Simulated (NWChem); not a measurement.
# C2H3BFNO (SMILES FC/N=C1/BO1): levels of theory compared

We compute a comparison of 5 runs (HF/3-21G, HF/def2-SVP, PBE0/def2-SVP, B2PLYP/6-31G, SVWN5/3-21G) of C2H3BFNO. 

Program for the calculation: NWChem 7.3.0.

## Step 1: The structure to begin with

C2H3BFNO has 9 atoms, charge 0, and is taken as a singlet. SMILES: `FC/N=C1/BO1`. The coordinates come from a PBE0-D4/def2-TZVP relaxation. This is one conformer, not always the lowest.

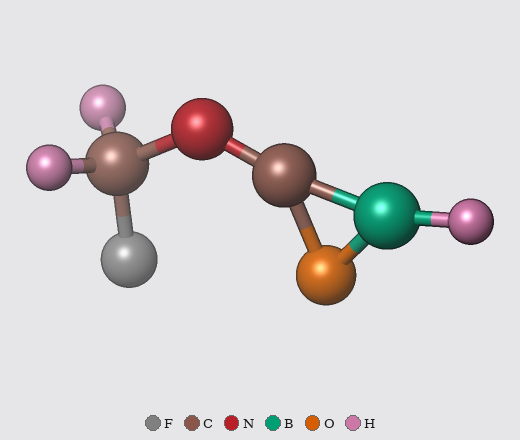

The structure, seen from a chosen angle (fluorine grey, carbon brown, nitrogen red, boron teal, oxygen orange, hydrogen pink).

## Step 2: Energy and forces at HF/3-21G (run 1)

Contents of run.py:

```python
from ase import Atoms
from ase.calculators.nwchem import NWChem

atoms = Atoms(['F', 'C', 'N', 'C', 'B', 'O', 'H', 'H', 'H'], positions=[
    [-1.102800, -1.536400, 0.320600],
    [-0.238200, -0.969900, 1.230600],
    [0.477900, 0.155300, 0.761300],
    [0.400200, 0.663100, -0.359900],
    [0.473400, 1.428900, -1.618300],
    [-0.371300, 0.372100, -1.569400],
    [-0.825100, -0.665900, 2.103100],
    [0.482600, -1.738000, 1.528000],
    [0.791900, 2.244500, -2.413000],
])

calc = NWChem(
    label='mol',
    theory='scf',
    memory='2200 mb',
    basis='3-21G',
    basispar='spherical bse',
    scf={'nopen': '0', 'rhf': None, 'thresh': '1e-08', 'maxiter': '80'},
)
atoms.calc = calc

forces = atoms.get_forces()
e = atoms.get_potential_energy()
print(f"E = {e:.6f} eV")
print("forces (eV/A):")
for s, f in zip(atoms.symbols, forces):
    print(f"{s:2s} {f[0]:10.5f} {f[1]:10.5f} {f[2]:10.5f}")
print("dipole (e A):", atoms.get_dipole_moment().round(4))
```

Started as:

```
$ export ASE_NWCHEM_COMMAND="nwchem PREFIX.nwi > PREFIX.nwo"
$ python run.py
```

The program printed:

```text
E = -8953.164358 eV
forces (eV/A):
F    -0.45791   -0.19592   -0.67543
C     0.06258   -0.80871    1.65199
N     0.13910    0.84260   -1.24966
C     0.47519   -0.59017    2.17608
B     0.87243    1.78419   -1.34217
O    -1.12815   -1.16075   -0.39945
H     0.40485   -0.12331   -0.40053
H    -0.32509    0.47473   -0.07837
H    -0.04299   -0.22266    0.31753
dipole (e A): [0.2734 0.2747 0.1103]
```

The calculator wrote mol.nwi:

```
title "mol"

permanent_dir mol

scratch_dir mol

start mol

geometry units angstrom nocenter noautosym noautoz
  F  -1.1028000000000000e+00 -1.5364000000000000e+00 3.2060000000000000e-01
  C  -2.3820000000000000e-01 -9.6989999999999998e-01 1.2305999999999999e+00
  N  4.7789999999999999e-01 1.5529999999999999e-01 7.6129999999999998e-01
  C  4.0020000000000000e-01 6.6310000000000002e-01 -3.5990000000000000e-01
  B  4.7339999999999999e-01 1.4289000000000001e+00 -1.6183000000000001e+00
  O  -3.7130000000000002e-01 3.7209999999999999e-01 -1.5693999999999999e+00
  H  -8.2509999999999994e-01 -6.6590000000000005e-01 2.1031000000000000e+00
  H  4.8259999999999997e-01 -1.7380000000000000e+00 1.5280000000000000e+00
  H  7.9190000000000005e-01 2.2444999999999999e+00 -2.4129999999999998e+00
end

memory 2200 mb

basis spherical bse noprint
   * library 3-21G
end

scf
  nopen 0
  rhf
  thresh 1e-08
  maxiter 80
end

task scf gradient
```

mol.nwo:

```text
Northwest Computational Chemistry Package (NWChem) 7.3.0
             --------------------------------------------------------

           Job information
           ---------------

    nwchem branch   = 7.3.0
    use scalapack   = T
    input           = mol.nwi
    prefix          = mol.
    data base       = mol/mol.db
    status          = startup
    nproc           =        1

           Memory information
           ------------------

    heap     =     72089596 doubles =      550.0 Mbytes
    stack    =     72089601 doubles =      550.0 Mbytes
    global   =    144179200 doubles =     1100.0 Mbytes (distinct from heap & stack)
    total    =    288358397 doubles =     2200.0 Mbytes
    verify   = yes
    hardfail = no

[... 142 lines left out ...]
 Convergence threshold     :          1.000E-08
[... 13 lines left out ...]
       Final RHF  results
[... 3 lines left out ...]
      One-electron energy =   -867.346213506925
[... 1 line left out ...]
 Nuclear repulsion energy =    209.712447273469
[... 40 lines left out ...]
                       ROHF Final Molecular Orbital Analysis
[... 236 lines left out ...]
                         RHF ENERGY GRADIENTS

    atom               coordinates                        gradient
                 x          y          z           x          y          z
   1 F      -2.083990  -2.903375   0.605846    0.008905   0.003810   0.013135
   2 C      -0.450133  -1.832845   2.325497   -0.001217   0.015727  -0.032126
   3 N       0.903100   0.293474   1.438648   -0.002705  -0.016386   0.024302
[... 5 lines of this table left out ...]
   9 H       1.496474   4.241490  -4.559909    0.000836   0.004330  -0.006175

                 ----------------------------------------
                 |  Time  |  1-e(secs)   |  2-e(secs)   |
                 ----------------------------------------
                 |  CPU   |       0.00   |       1.17   |
                 ----------------------------------------
                 |  WALL  |       0.00   |       1.17   |
                 ----------------------------------------

 Task  times  cpu:        4.6s     wall:        4.6s
 Total times  cpu:        4.7s     wall:        4.7s
```

Run time: 5.7 s. Hardware: 1 thread of Intel Xeon Platinum 8375C at 2.90GHz (Ice Lake), shared host; peak memory 0.099 GiB.

## Step 3: Energy and gradient at HF/def2-SVP (run 2)

Contents of c2h3bfno.nw:

```
start c2h3bfno
title "C2H3BFNO hf"
memory 2200 mb

geometry units angstroms noautosym nocenter noautoz
  F       -1.102800      -1.536400       0.320600
  C       -0.238200      -0.969900       1.230600
  N        0.477900       0.155300       0.761300
  C        0.400200       0.663100      -0.359900
  B        0.473400       1.428900      -1.618300
  O       -0.371300       0.372100      -1.569400
  H       -0.825100      -0.665900       2.103100
  H        0.482600      -1.738000       1.528000
  H        0.791900       2.244500      -2.413000
end

basis spherical bse
  * library def2-SVP
end

scf
  thresh 1e-08
  maxiter 80
  noprint "final vectors analysis"
end

task scf gradient
```

Started as:

```
$ nwchem c2h3bfno.nw > c2h3bfno.out
```

The program printed:

```text
[...]
  functions       =    99
[...]
  wavefunction    = RHF
[...]
         Total SCF energy =   -330.605346737912
      One-electron energy =   -869.665195290287
      Two-electron energy =    329.347401278905
 Nuclear repulsion energy =    209.712447273469
        Time for solution =     18.7s
[...]
                         RHF ENERGY GRADIENTS
    atom               coordinates                        gradient
                 x          y          z           x          y          z
   1 F      -2.083990  -2.903375   0.605846   -0.012909  -0.009491  -0.011666
   2 C      -0.450133  -1.832845   2.325497    0.010257   0.010935   0.002874
   3 N       0.903100   0.293474   1.438648    0.002876  -0.006590   0.018746
   4 C       0.756268   1.253077  -0.680112    0.013328   0.017645  -0.002580
   5 B       0.894596   2.700229  -3.058144    0.014050   0.010566   0.012285
   6 O      -0.701655   0.703167  -2.965736   -0.028275  -0.021484  -0.024232
   7 H      -1.559213  -1.258369   3.974283   -0.001825   0.001863   0.003903
   8 H       0.911982  -3.284344   2.887501    0.003582  -0.002561   0.001502
   9 H       1.496474   4.241490  -4.559909   -0.001084  -0.000883  -0.000832
[...]
```

It took 26 s on 1 thread of Intel Xeon Platinum 8375C at 2.90GHz (Ice Lake), shared host; peak memory 0.1 GiB.

Runs 3 to 4 aren't shown in full; the table further down has their settings and results.

## Step 4: Energy and forces at SVWN5/3-21G (run 5)

Contents of c2h3bfno.nw:

```
START c2h3bfno
TITLE "C2H3BFNO"
memory total 2200 mb
GEOMETRY units angstrom noautosym nocenter noautoz
F       -1.102800      -1.536400       0.320600
C       -0.238200      -0.969900       1.230600
N        0.477900       0.155300       0.761300
C        0.400200       0.663100      -0.359900
B        0.473400       1.428900      -1.618300
O       -0.371300       0.372100      -1.569400
H       -0.825100      -0.665900       2.103100
H        0.482600      -1.738000       1.528000
H        0.791900       2.244500      -2.413000
END
BASIS spherical bse
* library 3-21G
END
DFT
xc slater vwn_5
grid xfine
convergence energy 1e-08
maxiter 100
mulliken
END
TASK dft gradient
```

Started as:

```
$ nwchem c2h3bfno.nw > c2h3bfno.out
```

The program printed:

```text
[...]
          Wavefunction type:  closed shell.
          No. of atoms     :     9
          No. of electrons :    44
[...]
          Charge           :     0
          Spin multiplicity:     1
[...]
          AO basis - number of functions:    60
[...]
              XC Information
              --------------
                        Slater Exchange Functional  1.000 local
                      VWN V Correlation Functional  1.000 local
[...]
 d= 0,ls=0.0,diis     1   -328.0301259490 -5.38D+02  4.13D-02  1.96D+00     1.3
[...]
 d= 0,ls=0.0,diis    13   -328.2255031300 -9.20D-10  3.66D-07  8.50D-10     9.4
         Total DFT energy =     -328.225503129956
      One electron energy =     -867.900068804430
           Coulomb energy =      369.198521429270
    Exchange-Corr. energy =      -39.236403028266
 Nuclear repulsion energy =      209.712447273469
[...]
      Total Density - Mulliken Population Analysis
     ---------------------------------------------
    Atom       Charge   Shell Charges
 -----------   ------   -------------------------------------------------------
    1 F    9     9.25   1.98  0.44  2.49  1.55  2.78
    2 C    6     6.06   1.98  0.39  1.65  0.91  1.13
    3 N    7     7.52   1.99  0.39  1.87  1.35  1.92
    4 C    6     5.84   1.99  0.40  1.64  0.81  1.01
    5 B    5     4.54   1.98  0.42  1.33  0.48  0.32
    6 O    8     8.34   1.98  0.43  2.10  1.54  2.29
    7 H    1     0.75   0.46  0.30
    8 H    1     0.75   0.46  0.30
    9 H    1     0.94   0.43  0.51
[...]
  wavefunction    = closed shell
                         DFT ENERGY GRADIENTS
    atom               coordinates                        gradient
                 x          y          z           x          y          z
   1 F      -2.083990  -2.903375   0.605846    0.013172   0.006207   0.018364
   2 C      -0.450133  -1.832845   2.325497   -0.000860   0.000505  -0.002939
   3 N       0.903100   0.293474   1.438648   -0.002986   0.001450  -0.009532
   4 C       0.756268   1.253077  -0.680112   -0.021434  -0.010199  -0.029663
   5 B       0.894596   2.700229  -3.058144   -0.025935  -0.033866   0.004184
   6 O      -0.701655   0.703167  -2.965736    0.048000   0.041253   0.032175
   7 H      -1.559213  -1.258369   3.974283    0.000416  -0.004877  -0.010912
   8 H       0.911982  -3.284344   2.887501   -0.009486   0.003251  -0.006580
   9 H       1.496474   4.241490  -4.559909   -0.000887  -0.003724   0.004904
[...]
```

Wall time 14 s (1 thread of Intel Xeon Platinum 8375C at 2.90GHz (Ice Lake), shared host); peak memory 0.14 GiB.

## Step 5: The series

| run | level | iteration cap | module | energy (Eh) | dipole moment (D) | HOMO energy (eV) | LUMO energy (eV) | wall time |
| --- | --- | --- | --- | --- | --- | --- | --- | --- |
| 1 | HF/3-21G | 80 | scf | -329.022724 | 1.94 | -10.93 | 2.41 | 5.7 s |
| 2 | HF/def2-SVP | 80 | scf | -330.605347 | 1.90 | – | – | 26 s |
| 3 | PBE0/def2-SVP | 100 | dft | -332.025957 | – | – | – | 29 s |
| 4 | B2PLYP/6-31G | 100 | dft | -332.116491 | 1.85 | -8.89 | -0.16 | 40 s |
| 5 | SVWN5/3-21G | 100 | dft | -328.225503 | 0.81 | -5.98 | -2.44 | 14 s |

## Step 6: What came out

| quantity | value |
| --- | --- |
| run 5: total energy | -328.22550 Eh |
| run 5: dipole moment | 0.81 D |
| run 5: HOMO energy | -5.98 eV |
| run 5: LUMO energy | -2.44 eV |
| run 5: HOMO–LUMO gap | 3.54 eV |
| run 5: largest force on an atom | 3.651 eV/Å |

**Reading.** Over runs 1, 2, 4, 5 the dipole moment (its size) runs from 0.81 D (SVWN5/3-21G) to 1.94 D (HF/3-21G). Over runs 1, 4, 5 the HOMO–LUMO gap runs from 3.54 eV (SVWN5/3-21G) to 13.34 eV (HF/3-21G). Exact exchange widens orbital gaps. Totals of different functionals can't be ranked against each other. All runs together took 1.9 min, the longest 40 s.
